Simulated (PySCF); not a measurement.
# CH5BF2Si: electronic excitations and core binding energies

Aim: predict the electronic excitations and core binding energies of CH5BF2Si (`FB[SiH2]CF`).

Computed with PySCF 2.14.0, with density-fitted response routines of our own, on a single molecule in the gas phase. Atoms count from 0, in the outputs and in this text.

## Step 1: The molecule as given

10 atoms, charge 0, multiplicity 1; geometry from: GFN2-xTB.

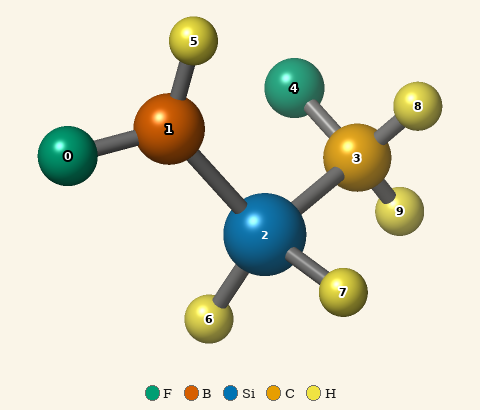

The starting geometry (fluorine teal, boron orange, silicon blue, carbon amber, hydrogen yellow), atoms numbered.

## Step 2: Excited states and response: PBE0/def2-SVPD

What the job is given:

```
{"job": {"kind": "uv", "xc": "PBE0", "basis": "def2-SVPD", "nstates": 8, "ntriplets": 3}, "charge": 0, "multiplicity": 1}
F      2.618054    -0.732745    -1.001755
B      1.673980    -0.674392    -0.089361
Si     0.265356     0.709897    -0.232415
C     -1.425676    -0.036101     0.320083
F     -1.633213    -1.243239    -0.327189
H      1.779880    -1.484116     0.761622
H      0.038480     1.259791    -1.577196
H      0.433131     1.868086     0.663647
H     -1.460598    -0.257388     1.389748
H     -2.280511     0.594861     0.070289
```

Method: TDDFT PBE0/def2-SVPD, vertical, gas phase, core orbitals frozen in the response.

Started as:

```bash
> OMP_NUM_THREADS=1 python probes_run.py task.json out
```

One launch serves the whole session: the jobs run in the order shown.

What it wrote:

```text
coarse grid: 9072 points
cycle   1  E = -554.3605790232  dE =  2.251e-01  |g| = 5.170e-01  |ddm| = 3.567e+00
cycle   2  E = -554.2978335063  dE =  6.275e-02  |g| = 8.195e-01  |ddm| = 1.066e+00
cycle   3  E = -554.4077379603  dE = -1.099e-01  |g| = 4.036e-02  |ddm| = 6.177e-01
cycle   4  E = -554.4079804868  dE = -2.425e-04  |g| = 2.139e-02  |ddm| = 6.520e-02
cycle   5  E = -554.4080681106  dE = -8.762e-05  |g| = 5.823e-03  |ddm| = 2.380e-02
cycle   6  E = -554.4080733812  dE = -5.271e-06  |g| = 1.639e-03  |ddm| = 6.081e-03
final grid: 84416 points
cycle   7  E = -554.4784070494  dE = -3.214e-05  |g| = 4.095e-03  |ddm| = 4.101e-02
cycle   8  E = -554.4784058697  dE =  1.180e-06  |g| = 5.028e-03  |ddm| = 9.909e-03
cycle   9  E = -554.4784111163  dE = -5.247e-06  |g| = 6.817e-04  |ddm| = 4.453e-03
cycle  10  E = -554.4784112093  dE = -9.303e-08  |g| = 1.581e-04  |ddm| = 8.973e-04
cycle  11  E = -554.4784112140  dE = -4.663e-09  |g| = 4.574e-05  |ddm| = 2.069e-04
cycle  12  E = -554.4784112145  dE = -5.472e-10  |g| = 1.139e-05  |ddm| = 7.184e-05
converged SCF energy = -554.4784112145

Static polarisability (au): isotropic 55.741, principal 49.600 55.768 61.854

Singlet excitations
state   eV       nm        f      main configurations
  1   4.7451    261.3   0.00595   H->L 0.85, H-1->L 0.13
  2   5.5050    225.2   0.01998   H-1->L 0.85, H->L 0.14
  3   6.5856    188.3   0.02542   H-2->L 0.97
  4   7.0457    176.0   0.01460   H-3->L 0.97
  5   7.3812    168.0   0.04704   H->L+1 0.91
  6   7.7481    160.0   0.05367   H-1->L+1 0.53, H->L+2 0.37
  7   7.8602    157.7   0.02276   H->L+2 0.48, H-1->L+1 0.35
  8   8.1467    152.2   0.00276   H-1->L+2 0.52, H->L+3 0.16, H->L+2 0.09

Triplet excitations (Tamm-Dancoff, eV): 3.8894 5.2150 6.1358
```

It took 39 s on 1 thread of Intel Xeon at 2.50GHz, shared host; peak memory 0.61 GiB.

Frontier orbitals and where they lie:

```tsv
orbital	eV	atoms
HOMO−3	-10.22	F4 34 %, Si2 18 %, C3 14 %
HOMO−2	-9.73	Si2 24 %, F4 19 %, H7 16 %
HOMO−1	-8.81	Si2 23 %, F4 20 %, C3 17 %
HOMO	-8.43	Si2 22 %, B1 20 %, C3 18 %
LUMO	-2.02	B1 46 %, Si2 19 %, F0 16 %
LUMO+1	0.19	Si2 29 %, B1 23 %, H6 11 %
LUMO+2	0.61	B1 34 %, Si2 23 %, C3 12 %
```

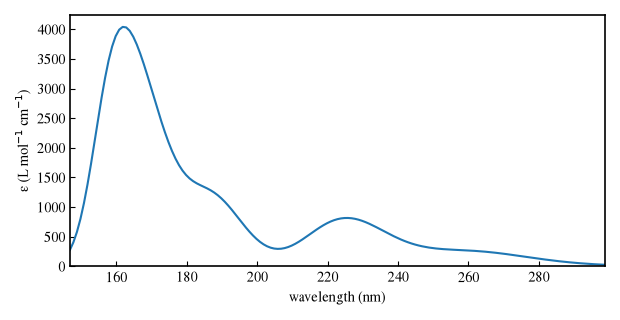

Absorption spectrum: each of the 8 states is a Gaussian band of 0.4 eV half-width at 1/e. Beyond the last state computed it falls off for lack of states.

Further results of this job:

```tsv
property	computed
dipole moment (D)	1.80
polarisability (Å³)	8.26
HOMO–LUMO gap (eV)	6.41
−ε(HOMO) (eV)	8.43
```

## Step 3: Core-electron binding energies: SCAN, X2C

The job, as its differences from that of step 2:

```diff
@@ -1,2 +1,2 @@
-{"job": {"kind": "uv", "xc": "PBE0", "basis": "def2-SVPD", "nstates": 8, "ntriplets": 3}, "charge": 0, "multiplicity": 1}
+{"job": {"kind": "xps"}, "charge": 0, "multiplicity": 1}
 F      2.618054    -0.732745    -1.001755
```

Method: delta-SCF UKS SCAN, pcX-2 on the ionised atom, pcseg-1 elsewhere, spin-free X2C.

What it wrote:

```text
ground state, core basis on atom 0 (F), 130 functions
  cycle   1  E = -555.74876143  |g| = 6.45e-01
  cycle   2  E = -555.57324479  |g| = 1.26e+00
  cycle   3  E = -555.80956332  |g| = 1.13e-01
  cycle   4  E = -555.81167259  |g| = 5.59e-02
  cycle   5  E = -555.81218348  |g| = 1.10e-02
  cycle   6  E = -555.81219616  |g| = 6.76e-03
  cycle   7  E = -555.81220732  |g| = 1.49e-03
  cycle   8  E = -555.81220646  |g| = 2.75e-04
  E(ground) = -555.83973455 Eh
hole in F 1s of atom 0
  cycle   1  E = -529.43227558  |g| = 2.58e+00
  cycle   2  E = -528.37801697  |g| = 2.33e+00
  cycle   3  E = -529.82892555  |g| = 9.45e-01
  cycle   4  E = -530.29812330  |g| = 2.47e-01
  cycle   5  E = -530.31324946  |g| = 1.10e-01
  cycle   6  E = -530.31762954  |g| = 4.85e-02
  cycle   7  E = -530.31903362  |g| = 1.29e-02
  cycle   8  E = -530.31911638  |g| = 3.51e-03
  cycle   9  E = -530.31912347  |g| = 9.52e-04
  cycle  10  E = -530.31912438  |g| = 2.29e-04
  E(ion) = -530.35440515 Eh   <S^2> = 0.7567   hole on atom = 1.000   binding energy = 693.491 eV
ground state, core basis on atom 1 (B), 130 functions
  cycle   1  E = -555.76158679  |g| = 1.23e-01
  cycle   2  E = -555.75634962  |g| = 2.13e-01
  cycle   3  E = -555.76363016  |g| = 1.06e-02
  cycle   4  E = -555.76364841  |g| = 3.75e-03
  cycle   5  E = -555.76365243  |g| = 9.73e-04
  cycle   6  E = -555.76365316  |g| = 2.93e-04
  E(ground) = -555.79018403 Eh
hole in B 1s of atom 1
  cycle   1  E = -548.08761739  |g| = 1.15e+00
  cycle   2  E = -545.83272783  |g| = 2.11e+00
  cycle   3  E = -548.27508067  |g| = 6.72e-01
  cycle   4  E = -548.45106572  |g| = 2.91e-01
  cycle   5  E = -548.40460570  |g| = 3.46e-01
  cycle   6  E = -548.48271386  |g| = 9.71e-02
  cycle   7  E = -548.45676766  |g| = 2.07e-01
  cycle   8  E = -548.48448720  |g| = 8.49e-02
  cycle   9  E = -548.48815670  |g| = 5.27e-02
  cycle  10  E = -548.49016170  |g| = 1.17e-02
  cycle  11  E = -548.49025872  |g| = 4.09e-03
  cycle  12  E = -548.49027152  |g| = 1.01e-03
  cycle  13  E = -548.49027207  |g| = 8.69e-04
  cycle  14  E = -548.49027281  |g| = 1.97e-04
  E(ion) = -548.51801654 Eh   <S^2> = 0.9921   hole on atom = 1.000   binding energy = 197.886 eV
ground state, core basis on atom 2 (Si), 141 functions
  cycle   1  E = -555.86122987  |g| = 2.85e-01
  cycle   2  E = -555.86127525  |g| = 3.05e-02
  cycle   3  E = -555.86120370  |g| = 3.11e-02
  cycle   4  E = -555.86132993  |g| = 1.19e-02
  cycle   5  E = -555.86135093  |g| = 1.02e-03
  cycle   6  E = -555.86134952  |g| = 2.64e-04
  E(ground) = -555.84408363 Eh
hole in Si 1s of atom 2
  cycle   1  E = -486.94476038  |g| = 4.35e+00
  cycle   2  E = -487.14668010  |g| = 2.09e+00
  cycle   3  E = -487.70533222  |g| = 7.74e-01
  cycle   4  E = -487.94380850  |g| = 4.14e-01
  cycle   5  E = -487.99444289  |g| = 1.42e-01
  cycle   6  E = -488.00208970  |g| = 3.83e-02
  cycle   7  E = -488.00251579  |g| = 2.11e-02
  cycle   8  E = -488.00268055  |g| = 5.86e-03
  cycle   9  E = -488.00269116  |g| = 2.69e-03
  cycle  10  E = -488.00269410  |g| = 3.38e-04
  E(ion) = -487.99349670 Eh   <S^2> = 0.7524   hole on atom = 1.000   binding energy = 1846.309 eV
hole in Si 2p of atom 2
  cycle   1  E = -551.60144660  |g| = 1.23e+00
  cycle   2  E = -551.51842402  |g| = 1.06e+00
  cycle   3  E = -551.87590922  |g| = 3.33e-01
  cycle   4  E = -551.91607005  |g| = 1.40e-01
  cycle   5  E = -551.92137784  |g| = 4.69e-02
  cycle   6  E = -551.92231941  |g| = 1.78e-02
  cycle   7  E = -551.92244071  |g| = 4.55e-03
  cycle   8  E = -551.92244646  |g| = 2.54e-03
  cycle   9  E = -551.92244871  |g| = 3.35e-04
  E(ion) = -551.91747985 Eh   <S^2> = 0.7523   hole on atom = 1.002   binding energy = 106.848 eV
  2p3/2 = 106.659 eV   2p1/2 = 107.282 eV
ground state, core basis on atom 3 (C), 130 functions
  cycle   1  E = -555.77207095  |g| = 6.01e-02
  cycle   2  E = -555.77207267  |g| = 2.41e-02
  cycle   3  E = -555.77213648  |g| = 1.99e-02
  cycle   4  E = -555.77222941  |g| = 3.49e-03
  cycle   5  E = -555.77223252  |g| = 6.14e-04
  cycle   6  E = -555.77223402  |g| = 1.92e-04
  E(ground) = -555.79610597 Eh
hole in C 1s of atom 3
  cycle   1  E = -544.46229755  |g| = 1.50e+00
  cycle   2  E = -541.60228662  |g| = 2.47e+00
  cycle   3  E = -541.95613887  |g| = 1.86e+00
  cycle   4  E = -544.89000743  |g| = 6.14e-01
  cycle   5  E = -544.99853405  |g| = 2.58e-01
  cycle   6  E = -545.01301818  |g| = 1.64e-01
  cycle   7  E = -545.02228902  |g| = 3.61e-02
  cycle   8  E = -545.02274041  |g| = 1.07e-02
  cycle   9  E = -545.02282689  |g| = 3.04e-03
  cycle  10  E = -545.02283341  |g| = 1.28e-03
  cycle  11  E = -545.02283460  |g| = 5.39e-04
  cycle  12  E = -545.02283445  |g| = 1.68e-04
  E(ion) = -545.04712645 Eh   <S^2> = 0.7728   hole on atom = 1.000   binding energy = 292.495 eV
ground state, core basis on atom 4 (F), 130 functions
  cycle   1  E = -555.81434870  |g| = 1.14e-01
  cycle   2  E = -555.81423184  |g| = 3.68e-02
  cycle   3  E = -555.81408360  |g| = 4.97e-02
  cycle   4  E = -555.81443364  |g| = 3.65e-03
  cycle   5  E = -555.81443887  |g| = 2.16e-04
  E(ground) = -555.84090132 Eh
hole in F 1s of atom 4
  cycle   1  E = -529.47808932  |g| = 2.58e+00
  cycle   2  E = -528.45806674  |g| = 2.46e+00
  cycle   3  E = -529.79729723  |g| = 9.59e-01
  cycle   4  E = -530.29996479  |g| = 4.00e-01
  cycle   5  E = -530.36003801  |g| = 1.50e-01
  cycle   6  E = -530.36412074  |g| = 9.46e-02
  cycle   7  E = -530.36755762  |g| = 6.17e-03
  cycle   8  E = -530.36757190  |g| = 3.17e-03
  cycle   9  E = -530.36757841  |g| = 5.43e-04
  cycle  10  E = -530.36757849  |g| = 2.03e-04
  E(ion) = -530.40004473 Eh   <S^2> = 0.7571   hole on atom = 1.000   binding energy = 692.281 eV
```

Run time: 1.9 min. Hardware: 1 thread of Intel Xeon at 2.50GHz, shared host; peak memory 0.46 GiB.

Binding energies by hole, beside the orbital energy of the ground state; the difference holds orbital relaxation and, for a density functional, its self-interaction error:

```tsv
hole	stands for	environment	ΔSCF (eV; 2p as the shell's mean)	−ε (eV)	⟨S²⟩
F1s on F0	F0	fluorine bonded to B	693.49	667.4	0.757
B1s on B1	B1	boron bonded to F, Si, H	197.89 (doubtful)	182.0	0.992
Si1s on Si2	Si2	silicon bonded to C, B, 2 H	1846.31	1793.1	0.752
Si2p on Si2	Si2	silicon bonded to C, B, 2 H	106.87	96.0	0.752
C1s on C3	C3	sp3 CH2 bonded to F and Si	292.49	275.4	0.773
F1s on F4	F4	fluorine on an sp3 carbon	692.28	666.2	0.757
```

Doubtful: the ion did not converge, its hole moved, or its ⟨S²⟩ is well above 0.75.

With the spin-orbit splitting: Si2 2p3/2 106.66, 2p1/2 107.28 eV. The table gives each 2p level as the mean over the whole 2p shell (two parts 2p3/2, one part 2p1/2), which differs a little from the single hole in the log.

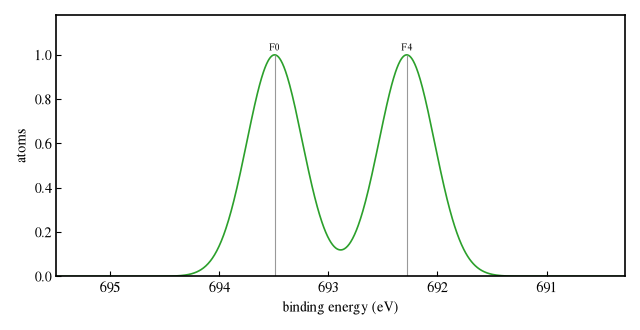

The F1s photoelectron lines, weighted by the number of atoms. Lines are broadened to a width of 0.60 eV (Gaussian).

## Step 4: Summary of results

```
                                quantity                        value
         lowest singlet (PBE0/def2-SVPD)  4.75 eV (261 nm), f = 0.006
brightest single state of those computed  state 6, 7.75 eV, f = 0.054
                          lowest triplet                      3.89 eV
        F1s binding energies, SCAN/pcX-2      F0 693.49, F4 692.28 eV
       Si1s binding energies, SCAN/pcX-2               Si2 1846.31 eV
       Si2p binding energies, SCAN/pcX-2                Si2 106.87 eV
        C1s binding energies, SCAN/pcX-2                 C3 292.49 eV
```

**Reading.** The first singlet state (HOMO→LUMO 0.85, HOMO−1→LUMO 0.13) lies at 4.75 eV and is weak; of the 8 states computed, the strongest absorption comes from state 6 at 7.75 eV. The lowest triplet lies 0.86 eV below the lowest singlet (triplets in Tamm-Dancoff, singlets in full TDDFT). The F1s levels kept as sound span 1.21 eV, from F4 (fluorine on an sp3 carbon) up to F0 (fluorine bonded to B).
